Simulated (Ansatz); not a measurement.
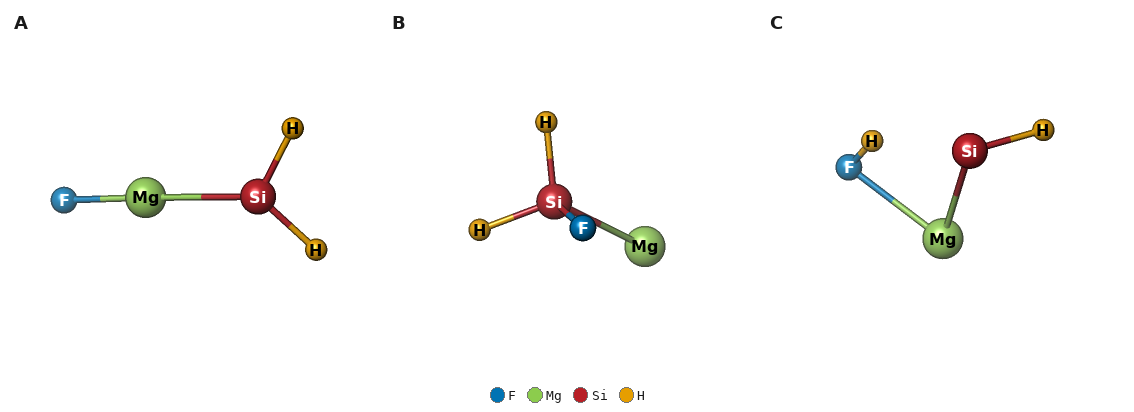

3 stationary structures of one formula. Charge 0, doublet. Geometries: PBE0-D4/def2-TZVP. Electronic energies: UHF-CCSD(T) (frozen core)/def2-TZVPP (Ansatz 0.2.0), without zero-point energy. No frequency run is at hand to confirm each as a minimum.

### Which structure is the most stable?

A is lowest; B lies 1.1 kcal/mol above it (Cs), C lies 60.0 kcal/mol above it (C1).

The determinant isn't a pure spin state (⟨S²⟩ up to 1.56).
